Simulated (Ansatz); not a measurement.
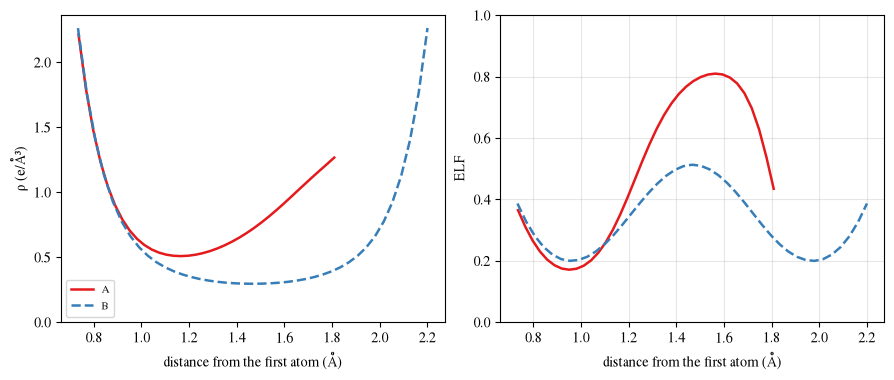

Figure 1: SSn₂. Electron density and electron localisation function along straight lines between neighbouring atoms. The curves leave out the atomic cores.

Geometry: B3LYP-D4/def2-TZVP; core potentials replace the inner electrons of Sn.

All numbers below come from RKS PBE0-D4/def2-TZVP in Ansatz.

```yaml
atoms:
  - { symbol: Sn, position_ang: [0.2664, -0.2551, 1.5638] }
  - { symbol: Sn, position_ang: [1.0018, 0.1647, -1.2454] }
  - { symbol: S, position_ang: [-1.2682, 0.0904, -0.3184] }
```

> Which curve belongs to which contact (Sn–S and Sn–Sn)? The first atom named is at distance zero.

Curve A: Sn–S (2.45 Å): ρ at the midpoint is about 0.52 e/Å³; the ELF peaks at about 0.80 in the valence shell of S, 0.9 Å from its nucleus, and drops to about 0.15 between the two atoms. Curve B: Sn–Sn (2.93 Å): ρ is about 0.3 e/Å³ halfway; the ELF reaches about 0.50 near the midpoint.
